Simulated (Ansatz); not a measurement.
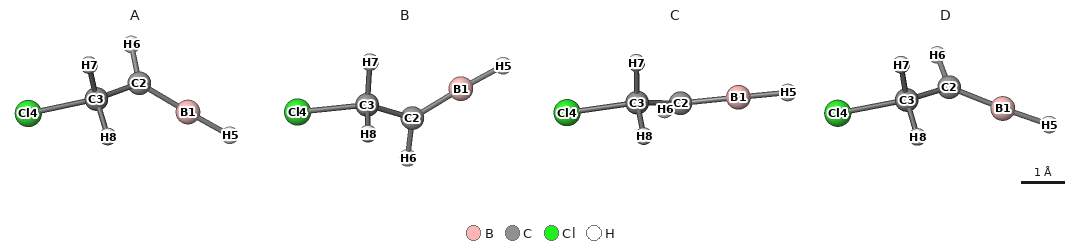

4 geometries from a converged minimum-energy path of C$_{2}$H$_{4}$BCl, shuffled. Style: ball-and-stick. Shown at a tilt.

Method: RHF/def2-SVP (Ansatz). Settings: 7 movable images; climbing image; force threshold 0.05 eV/Å; iteration limit 60; starting path by image-dependent pair potential.

Question: Which of them lies highest in energy?

Answer: C. In order along the path, whose images run from 0 to 8: B (image 1, +0.021 eV), C (image 4, +0.157 eV), D (image 7, +0.020 eV), A (image 8, 0.000 eV). The motion is a rotation about the C2–C3 bond by about 130°. No bond forms or breaks between the ends. Among the angles between lasting bonds that change up to the highest image: B1–C2–H6 116.0° → 111.8°, B1–C2–C3 128.1° → 132.0°.

Cost: 120 s on 1 thread of Intel(R) Xeon(R) Processor @ 2.50GHz (Skylake/Cascade Lake), with other jobs on the host, peak memory 0.15 GiB.
